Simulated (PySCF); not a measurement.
# CH₆OSi₂: NMR shifts at several levels of theory, part 1 of 2

How much do the NMR shifts of CH₆OSi₂ (`O=C[SiH2][SiH3]`) depend on the level of theory, and what does each level cost?

Computed with PySCF 2.14.0, with density-fitted response routines of our own, on a single molecule in the gas phase. Atoms are numbered from 0 throughout.

**1. The molecule as given**

10 atoms, charge 0, multiplicity 1; geometry from: PBE0-D3(BJ)/def2-SVP.

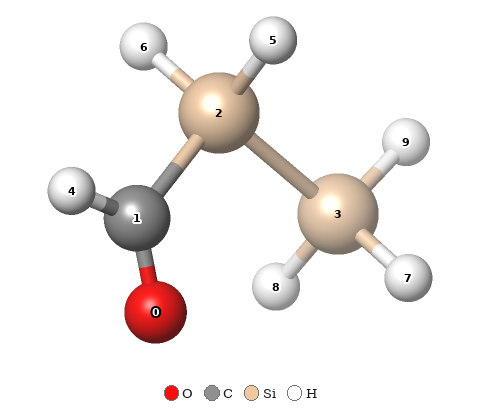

The starting geometry (oxygen red, carbon grey, silicon light orange, hydrogen white), atoms numbered; sticks join atoms by distance.

**2. Nuclear shieldings: HF/pcSseg-2**

Job settings and geometry (Å):

```
{"job": {"kind": "nmr", "xc": "HF", "basis": "pcSseg-2", "pop": false}, "charge": 0, "multiplicity": 1}
O      1.484914    -1.665627    -0.071546
C      1.778044    -0.498260    -0.152964
Si     0.407292     0.872259    -0.101965
Si    -1.592550    -0.309766     0.184768
H      2.858279    -0.199517    -0.261065
H      0.466223     1.650849    -1.379984
H      0.713657     1.814857     1.020837
H     -1.795945    -1.229305    -0.973270
H     -1.522999    -1.094919     1.452412
H     -2.746745     0.637939     0.261655
```

Method: GIAO HF/pcSseg-2 NMR shielding, non-relativistic, gas phase.

Command:

```bash
> OMP_NUM_THREADS=1 python probes_run.py task.json out
```

The driver reads the jobs from task.json and runs them one after another.

The program printed:

```text
final grid: 78504 points
cycle   1  E = -693.9847880992  dE =  5.084e-02  |g| = 7.093e-01  |ddm| = 2.193e+00
cycle   2  E = -694.0552512013  dE = -7.046e-02  |g| = 6.101e-01  |ddm| = 6.814e-01
cycle   3  E = -694.1219032517  dE = -6.665e-02  |g| = 6.863e-02  |ddm| = 3.294e-01
cycle   4  E = -694.1246191999  dE = -2.716e-03  |g| = 2.356e-02  |ddm| = 1.096e-01
cycle   5  E = -694.1249285927  dE = -3.094e-04  |g| = 8.441e-03  |ddm| = 3.906e-02
cycle   6  E = -694.1249836685  dE = -5.508e-05  |g| = 3.747e-03  |ddm| = 1.653e-02
cycle   7  E = -694.1249920769  dE = -8.408e-06  |g| = 1.242e-03  |ddm| = 6.402e-03
cycle   8  E = -694.1249930615  dE = -9.846e-07  |g| = 3.061e-04  |ddm| = 2.046e-03
cycle   9  E = -694.1249931425  dE = -8.097e-08  |g| = 6.429e-05  |ddm| = 6.573e-04
cycle  10  E = -694.1249931465  dE = -4.051e-09  |g| = 1.526e-05  |ddm| = 1.786e-04
cycle  11  E = -694.1249931467  dE = -1.879e-10  |g| = 4.419e-06  |ddm| = 3.896e-05
converged SCF energy = -694.1249931467

GIAO shielding tensors (ppm)
atom      isotropic    diamagn.    paramagn.     s11        s22        s33       span
  0 O     -587.012     394.865    -981.877  -1588.986   -595.939    423.888   2012.874
  1 C      -51.748     250.055    -301.803   -187.971    -83.912    116.639    304.611
  2 Si     447.459     877.140    -429.682    398.925    455.593    487.859     88.934
  3 Si     479.066     876.330    -397.264    474.317    480.895    481.986      7.669
  4 H       20.094      26.945      -6.851     14.776     20.847     24.659      9.883
  5 H       27.695      29.644      -1.949     24.951     26.245     31.889      6.938
  6 H       27.685      29.663      -1.977     24.927     26.226     31.903      6.977
  7 H       28.103      29.510      -1.407     25.533     25.874     32.900      7.367
  8 H       28.120      29.528      -1.408     25.568     25.899     32.894      7.327
  9 H       28.410      29.002      -0.592     25.523     26.229     33.480      7.957
```

Wall time 12 s (1 thread of Arm Neoverse V2, shared host); peak memory 0.94 GiB.

Shifts follow as δ = σ(reference) − σ, with reference shieldings (ppm) from runs at the same level and on the same kind of geometry: 1H TMS 31.68, 13C TMS 191.5, 29Si TMS 383.0, 17O H2O 326.3. The references are single molecules in the gas phase, so shifts against H2O, NH3, PH3, H3PO4 or CFCl3 are not on the usual liquid scales and can be off by tens of ppm. Atoms listed in one row are averaged.

| atoms | environment | σ (ppm) | δ (ppm) |
| --- | --- | --- | --- |
| C1 | carbonyl carbon | -51.7 | 243.2 |
| H4 | hydrogen on a carbonyl carbon | 20.09 | 11.59 |
| H5, H6 | hydrogen on a silicon bonded to C, Si | 27.69 | 3.99 |
| H7, H8, H9 | hydrogen on a silicon bonded to Si | 28.21 | 3.47 |
| O0 | carbonyl oxygen | -587.0 | 913.3 |
| Si2 | silicon bonded to C, Si, 2 H | 447.5 | -64.5 |
| Si3 | silicon bonded to Si, 3 H | 479.1 | -96.1 |

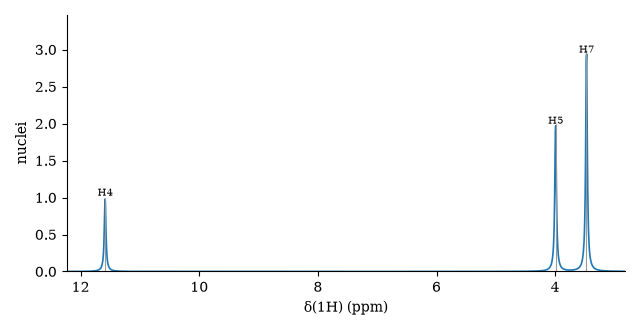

1H lines at the computed shifts, without couplings. Lines are broadened to a width of 0.03 ppm (Lorentzian).

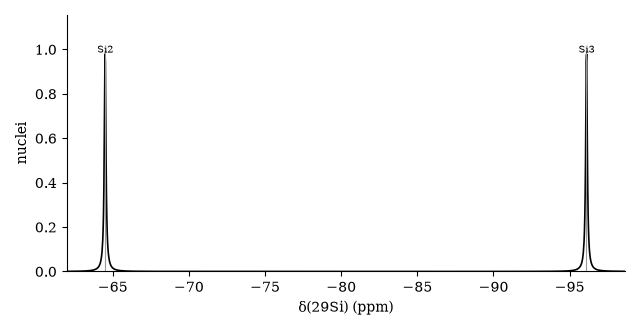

29Si lines at the computed shifts, without couplings. Lines are broadened to a width of 0.13 ppm (Lorentzian).

**3. Shielding tensors: LDA/pcSseg-2**

The job, as its differences from that of step 2:

```diff
@@ -1,2 +1,2 @@
-{"job": {"kind": "nmr", "xc": "HF", "basis": "pcSseg-2", "pop": false}, "charge": 0, "multiplicity": 1}
+{"job": {"kind": "nmr", "xc": "LDA", "basis": "pcSseg-2", "pop": false}, "charge": 0, "multiplicity": 1}
 O      1.484914    -1.665627    -0.071546
```

With the program's defaults for keys left out, this is: GIAO LDA/pcSseg-2 NMR shielding, non-relativistic, gas phase.

The program printed:

```text
coarse grid: 9144 points
cycle   1  E = -692.6083631298  dE =  1.216e-01  |g| = 7.783e-01  |ddm| = 2.301e+00
cycle   2  E = -691.3739936336  dE =  1.234e+00  |g| = 2.423e+00  |ddm| = 5.017e+00
cycle   3  E = -692.7167026870  dE = -1.343e+00  |g| = 1.472e-01  |ddm| = 4.758e+00
cycle   4  E = -692.7208268404  dE = -4.124e-03  |g| = 8.299e-02  |ddm| = 2.029e-01
cycle   5  E = -692.7224505125  dE = -1.624e-03  |g| = 2.937e-02  |ddm| = 8.786e-02
cycle   6  E = -692.7226886531  dE = -2.381e-04  |g| = 6.591e-03  |ddm| = 3.927e-02
cycle   7  E = -692.7227006609  dE = -1.201e-05  |g| = 1.753e-03  |ddm| = 8.602e-03
cycle   8  E = -692.7227015398  dE = -8.788e-07  |g| = 4.785e-04  |ddm| = 2.431e-03
final grid: 78504 points
cycle   9  E = -692.7186550711  dE = -2.269e-05  |g| = 1.872e-03  |ddm| = 2.272e-02
cycle  10  E = -692.7186540451  dE =  1.026e-06  |g| = 2.756e-03  |ddm| = 2.843e-03
cycle  11  E = -692.7186549278  dE = -8.826e-07  |g| = 1.637e-03  |ddm| = 2.879e-03
cycle  12  E = -692.7186554219  dE = -4.942e-07  |g| = 2.417e-04  |ddm| = 8.835e-04
cycle  13  E = -692.7186554373  dE = -1.540e-08  |g| = 4.453e-05  |ddm| = 2.582e-04
cycle  14  E = -692.7186554378  dE = -4.809e-10  |g| = 1.022e-05  |ddm| = 5.625e-05
converged SCF energy = -692.7186554378

GIAO shielding tensors (ppm)
atom      isotropic    diamagn.    paramagn.     s11        s22        s33       span
  0 O     -619.391     395.262   -1014.653  -1698.160   -539.555    379.541   2077.701
  1 C      -85.511     249.437    -334.948   -235.297   -103.178     81.942    317.240
  2 Si     387.671     881.700    -494.028    323.099    391.073    448.842    125.743
  3 Si     433.248     881.157    -447.909    428.299    435.413    436.031      7.732
  4 H       17.621      26.475      -8.854     10.993     18.322     23.547     12.554
  5 H       26.033      28.707      -2.674     23.472     24.763     29.863      6.391
  6 H       26.022      28.728      -2.706     23.431     24.745     29.891      6.460
  7 H       26.966      28.239      -1.274     24.407     24.583     31.907      7.500
  8 H       26.985      28.254      -1.269     24.442     24.607     31.905      7.462
  9 H       27.244      27.907      -0.663     24.484     25.052     32.195      7.711
```

It took 20 s on 1 thread of Arm Neoverse V2, shared host; peak memory 0.82 GiB.

This run: δ C1 265.8, O0 953.8, Si2 -84.6, Si3 -130.2, H4 13.15, H5 4.74 ppm (means over like atoms).

**4. NMR shieldings: PBE/pcSseg-2**

The job, as its differences from that of step 3:

```diff
@@ -1,2 +1,2 @@
-{"job": {"kind": "nmr", "xc": "LDA", "basis": "pcSseg-2", "pop": false}, "charge": 0, "multiplicity": 1}
+{"job": {"kind": "nmr", "xc": "PBE", "basis": "pcSseg-2", "pop": false}, "charge": 0, "multiplicity": 1}
 O      1.484914    -1.665627    -0.071546
```

Level: GIAO PBE/pcSseg-2 NMR shielding, non-relativistic, gas phase.

The program printed:

```text
coarse grid: 9144 points
cycle   1  E = -695.4083529353  dE =  1.265e-01  |g| = 7.704e-01  |ddm| = 2.288e+00
cycle   2  E = -694.2024411601  dE =  1.206e+00  |g| = 2.399e+00  |ddm| = 5.015e+00
cycle   3  E = -695.5167668076  dE = -1.314e+00  |g| = 1.350e-01  |ddm| = 4.759e+00
cycle   4  E = -695.5203018981  dE = -3.535e-03  |g| = 7.895e-02  |ddm| = 1.880e-01
cycle   5  E = -695.5217503768  dE = -1.448e-03  |g| = 2.474e-02  |ddm| = 7.657e-02
cycle   6  E = -695.5219298034  dE = -1.794e-04  |g| = 5.752e-03  |ddm| = 3.523e-02
cycle   7  E = -695.5219389194  dE = -9.116e-06  |g| = 1.437e-03  |ddm| = 7.133e-03
final grid: 78504 points
cycle   8  E = -695.5294964493  dE = -1.150e-05  |g| = 1.568e-02  |ddm| = 3.112e-02
cycle   9  E = -695.5290792166  dE =  4.172e-04  |g| = 4.907e-02  |ddm| = 3.408e-02
cycle  10  E = -695.5295410914  dE = -4.619e-04  |g| = 1.658e-03  |ddm| = 2.751e-02
cycle  11  E = -695.5295416050  dE = -5.135e-07  |g| = 4.303e-04  |ddm| = 1.893e-03
cycle  12  E = -695.5295416549  dE = -4.998e-08  |g| = 9.115e-05  |ddm| = 4.759e-04
cycle  13  E = -695.5295416572  dE = -2.254e-09  |g| = 3.269e-05  |ddm| = 1.540e-04
cycle  14  E = -695.5295416576  dE = -3.839e-10  |g| = 5.744e-06  |ddm| = 4.747e-05
converged SCF energy = -695.5295416576

GIAO shielding tensors (ppm)
atom      isotropic    diamagn.    paramagn.     s11        s22        s33       span
  0 O     -576.443     395.231    -971.674  -1577.761   -525.224    373.655   1951.415
  1 C      -71.924     249.096    -321.020   -205.416    -92.893     82.535    287.951
  2 Si     404.787     881.299    -476.511    345.223    409.964    459.175    113.952
  3 Si     442.670     880.613    -437.943    438.443    444.519    445.049      6.606
  4 H       18.262      26.486      -8.224     12.169     18.928     23.690     11.521
  5 H       26.648      29.412      -2.764     24.163     25.350     30.432      6.269
  6 H       26.639      29.433      -2.794     24.122     25.334     30.462      6.340
  7 H       27.485      28.985      -1.500     25.033     25.192     32.231      7.198
  8 H       27.504      29.001      -1.497     25.069     25.215     32.229      7.161
  9 H       27.752      28.544      -0.792     25.094     25.615     32.547      7.453
```

It took 24 s on 1 thread of Arm Neoverse V2, shared host; peak memory 0.75 GiB.

This run: δ C1 251.3, O0 904.3, Si2 -81.4, Si3 -119.2, H4 12.92, H5 4.53 ppm (means over like atoms).

**5. Shielding tensors: BLYP/pcSseg-2**

The job, as its differences from that of step 4:

```diff
@@ -1,2 +1,2 @@
-{"job": {"kind": "nmr", "xc": "PBE", "basis": "pcSseg-2", "pop": false}, "charge": 0, "multiplicity": 1}
+{"job": {"kind": "nmr", "xc": "BLYP", "basis": "pcSseg-2", "pop": false}, "charge": 0, "multiplicity": 1}
 O      1.484914    -1.665627    -0.071546
```

With the program's defaults for keys left out, this is: GIAO BLYP/pcSseg-2 NMR shielding, non-relativistic, gas phase.

The program printed:

```text
coarse grid: 9144 points
cycle   1  E = -695.7948315727  dE =  1.307e-01  |g| = 8.322e-01  |ddm| = 2.285e+00
cycle   2  E = -694.3673192513  dE =  1.428e+00  |g| = 2.579e+00  |ddm| = 5.999e+00
cycle   3  E = -695.9182378755  dE = -1.551e+00  |g| = 1.518e-01  |ddm| = 5.769e+00
cycle   4  E = -695.9229880549  dE = -4.750e-03  |g| = 8.747e-02  |ddm| = 2.348e-01
cycle   5  E = -695.9248605118  dE = -1.872e-03  |g| = 2.558e-02  |ddm| = 8.472e-02
cycle   6  E = -695.9250498501  dE = -1.893e-04  |g| = 6.641e-03  |ddm| = 3.611e-02
cycle   7  E = -695.9250615172  dE = -1.167e-05  |g| = 1.684e-03  |ddm| = 7.974e-03
cycle   8  E = -695.9250624163  dE = -8.991e-07  |g| = 4.769e-04  |ddm| = 2.672e-03
final grid: 78504 points
cycle   9  E = -695.9330821498  dE = -2.744e-05  |g| = 5.090e-03  |ddm| = 2.530e-02
cycle  10  E = -695.9330565055  dE =  2.564e-05  |g| = 1.243e-02  |ddm| = 8.851e-03
cycle  11  E = -695.9330856997  dE = -2.919e-05  |g| = 2.690e-03  |ddm| = 6.962e-03
cycle  12  E = -695.9330871278  dE = -1.428e-06  |g| = 3.708e-04  |ddm| = 2.554e-03
cycle  13  E = -695.9330871664  dE = -3.856e-08  |g| = 9.701e-05  |ddm| = 5.102e-04
cycle  14  E = -695.9330871688  dE = -2.374e-09  |g| = 3.335e-05  |ddm| = 1.504e-04
cycle  15  E = -695.9330871691  dE = -3.516e-10  |g| = 5.809e-06  |ddm| = 3.873e-05
converged SCF energy = -695.9330871691

GIAO shielding tensors (ppm)
atom      isotropic    diamagn.    paramagn.     s11        s22        s33       span
  0 O     -567.349     395.049    -962.397  -1544.198   -527.781    369.934   1914.132
  1 C      -75.506     248.316    -323.822   -209.869    -94.844     78.197    288.066
  2 Si     389.326     880.519    -491.193    329.268    394.239    444.471    115.204
  3 Si     426.753     879.860    -453.107    423.775    427.468    429.017      5.242
  4 H       18.581      26.961      -8.380     12.657     19.231     23.855     11.198
  5 H       26.969      29.519      -2.551     24.568     25.680     30.658      6.090
  6 H       26.960      29.539      -2.579     24.528     25.662     30.688      6.160
  7 H       27.736      29.112      -1.376     25.369     25.558     32.281      6.911
  8 H       27.755      29.129      -1.374     25.407     25.578     32.279      6.872
  9 H       28.009      28.694      -0.685     25.464     25.941     32.622      7.158
```

Run time: 24 s. Hardware: 1 thread of Arm Neoverse V2, shared host; peak memory 0.75 GiB.

In short: δ C1 250.5, O0 892.5, Si2 -79.7, Si3 -117.1, H4 12.80, H5 4.41 ppm (means over like atoms).

**6. Nuclear shieldings: BP86/pcSseg-2**

The job, as its differences from that of step 5:

```diff
@@ -1,2 +1,2 @@
-{"job": {"kind": "nmr", "xc": "BLYP", "basis": "pcSseg-2", "pop": false}, "charge": 0, "multiplicity": 1}
+{"job": {"kind": "nmr", "xc": "BP86", "basis": "pcSseg-2", "pop": false}, "charge": 0, "multiplicity": 1}
 O      1.484914    -1.665627    -0.071546
```

Level: GIAO BP86/pcSseg-2 NMR shielding, non-relativistic, gas phase.

The program printed:

```text
coarse grid: 9144 points
cycle   1  E = -695.9002754117  dE =  1.285e-01  |g| = 7.848e-01  |ddm| = 2.278e+00
cycle   2  E = -694.6849918621  dE =  1.215e+00  |g| = 2.410e+00  |ddm| = 4.555e+00
cycle   3  E = -696.0123719039  dE = -1.327e+00  |g| = 1.358e-01  |ddm| = 4.300e+00
cycle   4  E = -696.0159764374  dE = -3.605e-03  |g| = 7.909e-02  |ddm| = 1.848e-01
cycle   5  E = -696.0174476721  dE = -1.471e-03  |g| = 2.435e-02  |ddm| = 7.450e-02
cycle   6  E = -696.0176197061  dE = -1.720e-04  |g| = 5.742e-03  |ddm| = 3.372e-02
cycle   7  E = -696.0176287104  dE = -9.004e-06  |g| = 1.485e-03  |ddm| = 7.184e-03
final grid: 78504 points
cycle   8  E = -696.0271425428  dE = -2.657e-05  |g| = 8.268e-03  |ddm| = 2.616e-02
cycle   9  E = -696.0270354824  dE =  1.071e-04  |g| = 2.490e-02  |ddm| = 1.899e-02
cycle  10  E = -696.0271546682  dE = -1.192e-04  |g| = 1.289e-03  |ddm| = 1.454e-02
cycle  11  E = -696.0271548299  dE = -1.616e-07  |g| = 4.674e-04  |ddm| = 1.390e-03
cycle  12  E = -696.0271549009  dE = -7.103e-08  |g| = 7.964e-05  |ddm| = 6.326e-04
cycle  13  E = -696.0271549024  dE = -1.484e-09  |g| = 2.834e-05  |ddm| = 1.005e-04
cycle  14  E = -696.0271549026  dE = -1.996e-10  |g| = 2.752e-06  |ddm| = 2.762e-05
converged SCF energy = -696.0271549026

GIAO shielding tensors (ppm)
atom      isotropic    diamagn.    paramagn.     s11        s22        s33       span
  0 O     -567.635     394.233    -961.868  -1554.913   -522.833    374.839   1929.752
  1 C      -70.676     249.413    -320.089   -203.289    -91.554     82.815    286.103
  2 Si     402.258     881.267    -479.009    342.412    408.226    456.135    113.723
  3 Si     439.214     880.582    -441.368    435.292    440.817    441.534      6.242
  4 H       18.408      26.623      -8.215     12.379     19.085     23.760     11.381
  5 H       26.710      29.410      -2.700     24.226     25.403     30.502      6.276
  6 H       26.701      29.431      -2.730     24.185     25.387     30.532      6.347
  7 H       27.537      28.972      -1.435     25.094     25.273     32.246      7.153
  8 H       27.556      28.989      -1.433     25.129     25.295     32.244      7.115
  9 H       27.806      28.553      -0.746     25.165     25.675     32.580      7.415
```

Wall time 24 s (1 thread of Arm Neoverse V2, shared host); peak memory 0.75 GiB.

This run: δ C1 249.8, O0 893.7, Si2 -80.2, Si3 -117.2, H4 12.83, H5 4.53 ppm (means over like atoms).

**7. NMR shieldings: OPBE/pcSseg-2**

The job, as its differences from that of step 6:

```diff
@@ -1,2 +1,2 @@
-{"job": {"kind": "nmr", "xc": "BP86", "basis": "pcSseg-2", "pop": false}, "charge": 0, "multiplicity": 1}
+{"job": {"kind": "nmr", "xc": "OPBE", "basis": "pcSseg-2", "pop": false}, "charge": 0, "multiplicity": 1}
 O      1.484914    -1.665627    -0.071546
```

Method: GIAO OPBE/pcSseg-2 NMR shielding, non-relativistic, gas phase.

The program printed:

```text
coarse grid: 9144 points
cycle   1  E = -695.7076222065  dE =  1.109e-01  |g| = 7.282e-01  |ddm| = 2.327e+00
cycle   2  E = -694.6440461840  dE =  1.064e+00  |g| = 2.254e+00  |ddm| = 4.742e+00
cycle   3  E = -695.8113620112  dE = -1.167e+00  |g| = 1.028e-01  |ddm| = 4.453e+00
cycle   4  E = -695.8133829394  dE = -2.021e-03  |g| = 6.891e-02  |ddm| = 1.625e-01
cycle   5  E = -695.8145571992  dE = -1.174e-03  |g| = 1.872e-02  |ddm| = 6.796e-02
cycle   6  E = -695.8146615076  dE = -1.043e-04  |g| = 4.959e-03  |ddm| = 2.895e-02
cycle   7  E = -695.8146681890  dE = -6.681e-06  |g| = 1.220e-03  |ddm| = 6.145e-03
final grid: 78504 points
cycle   8  E = -695.8214427655  dE = -1.001e-04  |g| = 2.736e-02  |ddm| = 4.705e-02
cycle   9  E = -695.8203520622  dE =  1.091e-03  |g| = 7.879e-02  |ddm| = 5.787e-02
cycle  10  E = -695.8215684678  dE = -1.216e-03  |g| = 4.213e-03  |ddm| = 4.732e-02
cycle  11  E = -695.8215715836  dE = -3.116e-06  |g| = 3.681e-04  |ddm| = 2.945e-03
cycle  12  E = -695.8215716229  dE = -3.931e-08  |g| = 1.514e-04  |ddm| = 5.858e-04
cycle  13  E = -695.8215716291  dE = -6.220e-09  |g| = 3.230e-05  |ddm| = 1.989e-04
cycle  14  E = -695.8215716293  dE = -2.577e-10  |g| = 9.550e-06  |ddm| = 4.261e-05
converged SCF energy = -695.8215716293

GIAO shielding tensors (ppm)
atom      isotropic    diamagn.    paramagn.     s11        s22        s33       span
  0 O     -538.802     396.918    -935.720  -1493.403   -500.152    377.151   1870.554
  1 C      -56.486     249.833    -306.319   -178.552    -79.847     88.941    267.493
  2 Si     433.201     882.309    -449.108    379.604    437.941    482.058    102.454
  3 Si     465.665     881.467    -415.802    461.093    467.768    468.132      7.039
  4 H       18.348      25.731      -7.384     12.480     19.000     23.562     11.082
  5 H       26.703      29.861      -3.158     24.195     25.393     30.522      6.327
  6 H       26.697      29.882      -3.186     24.158     25.378     30.554      6.396
  7 H       27.537      29.515      -1.978     25.080     25.214     32.317      7.237
  8 H       27.555      29.533      -1.978     25.113     25.237     32.315      7.203
  9 H       27.790      28.900      -1.109     25.086     25.637     32.647      7.561
```

It took 23 s on 1 thread of Arm Neoverse V2, shared host; peak memory 0.75 GiB.

This run: δ C1 240.9, O0 868.0, Si2 -77.6, Si3 -110.1, H4 12.85, H5 4.50 ppm (means over like atoms).

**8. Nuclear shieldings: KT2/pcSseg-2**

The job, as its differences from that of step 7:

```diff
@@ -1,2 +1,2 @@
-{"job": {"kind": "nmr", "xc": "OPBE", "basis": "pcSseg-2", "pop": false}, "charge": 0, "multiplicity": 1}
+{"job": {"kind": "nmr", "xc": "KT2", "basis": "pcSseg-2", "pop": false}, "charge": 0, "multiplicity": 1}
 O      1.484914    -1.665627    -0.071546
```

Level: GIAO KT2/pcSseg-2 NMR shielding, non-relativistic, gas phase.

The program printed:

```text
coarse grid: 9144 points
cycle   1  E = -702.6400127378  dE =  1.606e-01  |g| = 8.342e-01  |ddm| = 2.223e+00
cycle   2  E = -701.2798375620  dE =  1.360e+00  |g| = 2.489e+00  |ddm| = 5.386e+00
cycle   3  E = -702.7710818151  dE = -1.491e+00  |g| = 1.286e-01  |ddm| = 5.145e+00
cycle   4  E = -702.7746058570  dE = -3.524e-03  |g| = 7.659e-02  |ddm| = 2.612e-01
cycle   5  E = -702.7763066561  dE = -1.701e-03  |g| = 1.754e-02  |ddm| = 9.985e-02
cycle   6  E = -702.7763897271  dE = -8.307e-05  |g| = 4.698e-03  |ddm| = 2.150e-02
cycle   7  E = -702.7763956489  dE = -5.922e-06  |g| = 1.506e-03  |ddm| = 6.814e-03
final grid: 78504 points
cycle   8  E = -702.8127546958  dE = -2.192e-04  |g| = 1.506e-02  |ddm| = 4.837e-02
cycle   9  E = -702.8127467132  dE =  7.983e-06  |g| = 1.167e-02  |ddm| = 1.462e-02
cycle  10  E = -702.8127653833  dE = -1.867e-05  |g| = 5.072e-03  |ddm| = 1.244e-02
cycle  11  E = -702.8127711648  dE = -5.782e-06  |g| = 2.020e-03  |ddm| = 3.656e-03
cycle  12  E = -702.8127720052  dE = -8.404e-07  |g| = 2.176e-04  |ddm| = 1.646e-03
cycle  13  E = -702.8127720160  dE = -1.081e-08  |g| = 8.042e-05  |ddm| = 3.366e-04
cycle  14  E = -702.8127720184  dE = -2.374e-09  |g| = 1.482e-05  |ddm| = 1.113e-04
cycle  15  E = -702.8127720184  dE = -6.264e-11  |g| = 1.575e-06  |ddm| = 1.775e-05
converged SCF energy = -702.8127720184

GIAO shielding tensors (ppm)
atom      isotropic    diamagn.    paramagn.     s11        s22        s33       span
  0 O     -505.611     392.806    -898.417  -1395.746   -491.055    369.969   1765.714
  1 C      -49.594     250.074    -299.668   -164.604    -70.889     86.712    251.316
  2 Si     429.408     883.561    -454.153    371.867    434.816    481.541    109.674
  3 Si     467.232     882.874    -415.641    463.076    469.068    469.553      6.477
  4 H       18.871      26.070      -7.199     13.713     19.016     23.883     10.171
  5 H       26.704      29.339      -2.635     24.207     25.299     30.606      6.399
  6 H       26.697      29.361      -2.664     24.165     25.288     30.637      6.472
  7 H       27.514      28.807      -1.293     24.959     25.240     32.341      7.382
  8 H       27.531      28.824      -1.293     24.992     25.262     32.339      7.347
  9 H       27.787      28.384      -0.597     25.084     25.605     32.672      7.588
```

It took 25 s on 1 thread of Arm Neoverse V2, shared host; peak memory 0.75 GiB.

This run: δ C1 231.9, O0 830.0, Si2 -78.4, Si3 -116.2, H4 12.31, H5 4.48 ppm (means over like atoms).

(Continued in part 2 of 2.)
